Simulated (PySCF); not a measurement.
# One shape, several levels: C2Cl2O2 (oxalyl chloride)

Aim: a comparison of 6 runs (B3LYP/cc-pVDZ, CAM-B3LYP/cc-pVDZ, PBE0/cc-pVDZ, wB97M-V/cc-pVDZ, wB97X/cc-pVDZ, SCS-MP2/cc-pVDZ) of C2Cl2O2 (oxalyl chloride). Input form: a Python script.

The calculation is run with PySCF 2.14.0.

2 further runs of the same task are left out: 2 set aside as unsound or not needed.

## (1) The molecule

C2Cl2O2: 6 atoms, total charge 0, spin state singlet. As SMILES, `O=C(Cl)C(=O)Cl`. Geometry: relaxed at GFN2-xTB. This is one conformer, not always the lowest.

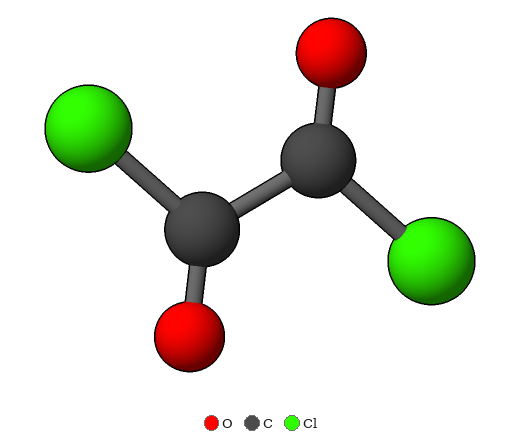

The structure, seen from a chosen angle (oxygen red, carbon dark grey, chlorine green).

## (2) The energy at B3LYP/cc-pVDZ (run 1)

Contents of calc.py:

```python
from pyscf import gto, dft

molecule = gto.M(
    atom=[
    ('O', (-0.670180, 0.059580, -1.613040)),
    ('C', (-0.362030, -0.380690, -0.557540)),
    ('Cl', (-0.684020, -2.010680, -0.068200)),
    ('C', (0.363500, 0.380170, 0.556770)),
    ('O', (0.683120, -0.063730, 1.607450)),
    ('Cl', (0.669620, 2.015350, 0.074560)),
],
    max_memory=1860,
    verbose=3,
    basis='cc-pvdz',
)

mf = dft.RKS(molecule)
mf.xc = 'b3lyp'
mf.grids.level = 5
mf.conv_tol = 1e-10
mf.kernel()
if not mf.converged:
    mf = mf.newton().run(mf.mo_coeff, mf.mo_occ)

e_tot = mf.e_tot
print('E = %.10f Eh' % e_tot)
```

Launch:

```bash
$ OMP_NUM_THREADS=1 python calc.py
```

Log:

```text
converged SCF energy = -1147.09632775511
E = -1147.0963277551 Eh
```

Run time: 44 s. Hardware: 1 thread of AMD EPYC (Zen 3), shared host; peak memory 0.48 GiB.

## (3) The energy at CAM-B3LYP/cc-pVDZ (run 2)

Contents of job.py:

```python
# oxalyl chloride
from pyscf import gto, dft

mol = gto.M(
    atom='''
O   -0.670180   0.059580  -1.613040
C   -0.362030  -0.380690  -0.557540
Cl  -0.684020  -2.010680  -0.068200
C    0.363500   0.380170   0.556770
O    0.683120  -0.063730   1.607450
Cl   0.669620   2.015350   0.074560
''',
    verbose=3,
    basis='cc-pvdz',
    spin=0,
    max_memory=1860,
    charge=0,
)

mf = dft.RKS(mol)
mf.xc = 'cam-b3lyp'
mf.grids.level = 5
mf.conv_tol = 1e-10
mf.kernel()
if not mf.converged:
    mf = mf.newton().run(mf.mo_coeff, mf.mo_occ)

etot = mf.e_tot
print(f'total energy: {etot:.8f} hartree')
```

Launch:

```bash
$ OMP_NUM_THREADS=1 python job.py
```

Log:

```text
converged SCF energy = -1147.00723151874
total energy: -1147.00723152 hartree
```

Run time: 90 s. Hardware: 1 thread of AMD EPYC (Zen 3), shared host; peak memory 0.48 GiB.

Run 3 isn't shown in full; the table further down has it.

## (4) A single-point energy at wB97M-V/cc-pVDZ (run 4)

Contents of mol.xyz:

```xyz
6
C2Cl2O2
O     -0.670180     0.059580    -1.613040
C     -0.362030    -0.380690    -0.557540
Cl    -0.684020    -2.010680    -0.068200
C      0.363500     0.380170     0.556770
O      0.683120    -0.063730     1.607450
Cl     0.669620     2.015350     0.074560
```

Contents of calc.py:

```python
from pyscf import gto, dft

mol = gto.Mole()
mol.atom = 'mol.xyz'
mol.charge = 0
mol.max_memory = 1860
mol.spin = 0
mol.basis = 'cc-pvdz'
mol.verbose = 3
mol.build()

mf = dft.RKS(mol)
mf.xc = 'wb97m-v'
mf.grids.level = 5
mf.nlcgrids.level = 1
mf.conv_tol = 1e-10
mf.kernel()
if not mf.converged:
    mf = mf.newton().run(mf.mo_coeff, mf.mo_occ)

e_final = mf.e_tot
print(f'total energy: {e_final:.8f} hartree')
```

Launch:

```bash
$ OMP_NUM_THREADS=1 python calc.py
```

Log:

```text
converged SCF energy = -1146.97636726613
total energy: -1146.97636727 hartree
```

Run time: 3.9 min. Hardware: 1 thread of AMD EPYC (Zen 3), shared host; peak memory 0.48 GiB.

Run 5 isn't shown in full; the table further down has it.

## (5) A single-point energy at SCS-MP2/cc-pVDZ (run 6)

Contents of input.xyz:

```xyz
6
C2Cl2O2
O     -0.670180     0.059580    -1.613040
C     -0.362030    -0.380690    -0.557540
Cl    -0.684020    -2.010680    -0.068200
C      0.363500     0.380170     0.556770
O      0.683120    -0.063730     1.607450
Cl     0.669620     2.015350     0.074560
```

Contents of run.py:

```python
# oxalyl chloride
from pyscf import gto, mp

mol = gto.M(
    atom='input.xyz',
    verbose=3,
    max_memory=1860,
    basis='cc-pvdz',
    spin=0,
)

mf = mol.RHF()
mf.conv_tol = 1e-10
mf.kernel()
if not mf.converged:
    mf = mf.newton().run(mf.mo_coeff, mf.mo_occ)

pt = mp.MP2(mf, frozen=14).run()
e_tot = mf.e_tot + 1.2 * pt.e_corr_os + pt.e_corr_ss / 3
print('Final energy', e_tot)
```

Launch:

```bash
$ OMP_NUM_THREADS=1 python run.py
```

Log:

```text
converged SCF energy = -1144.46412210454
E(RMP2) = -1145.35398868555  E_corr = -0.889866581012288
E(SCS-RMP2) = -1145.31643191276  E_corr = -0.852309808216911
Final energy -1145.3164319127582
```

Wall time 9 s (1 thread of AMD EPYC (Zen 3), shared host); peak memory 0.23 GiB.

## (6) All runs side by side

| run | level | nlc grid | integration grid | energy (Eh) | dipole moment (D) of the reference | HOMO energy (eV) | LUMO energy (eV) | wall time |
| --- | --- | --- | --- | --- | --- | --- | --- | --- |
| 1 | B3LYP/cc-pVDZ | – | 5 | -1147.096328 | 0.01 | -8.44 | -3.54 | 44 s |
| 2 | CAM-B3LYP/cc-pVDZ | – | 5 | -1147.007232 | 0.01 | -10.10 | -2.12 | 90 s |
| 3 | PBE0/cc-pVDZ | – | 5 | -1146.530315 | 0.01 | -8.79 | -3.40 | 40 s |
| 4 | wB97M-V/cc-pVDZ | 1 | 5 | -1146.976367 | 0.01 | -11.01 | -1.02 | 3.9 min |
| 5 | wB97X/cc-pVDZ | – | 5 | -1147.010447 | 0.01 | -11.15 | -1.13 | 75 s |
| 6 | SCS-MP2/cc-pVDZ | – | – | -1145.316432 | 0.01 | -12.76 | 0.61 | 9 s |

## (7) What came out

| quantity | value |
| --- | --- |
| run 6: total energy | -1145.31643 Eh |
| run 6: dipole moment (Hartree–Fock density) | 0.01 D |
| run 6: HOMO energy (Hartree–Fock orbitals) | -12.76 eV |
| run 6: LUMO energy (Hartree–Fock orbitals) | 0.61 eV |
| run 6: HOMO–LUMO gap (Hartree–Fock orbitals) | 13.37 eV |
| run 6: correlation energy (14 core orbitals frozen) | -852.3 mEh |

In words: Over runs 1, 2, 3, 4, 5 the HOMO–LUMO gap runs from 4.91 eV (B3LYP/cc-pVDZ) to 10.03 eV (wB97X/cc-pVDZ). Totals of different functionals can't be ranked against each other. All runs together took 8.2 min, the longest 3.9 min.
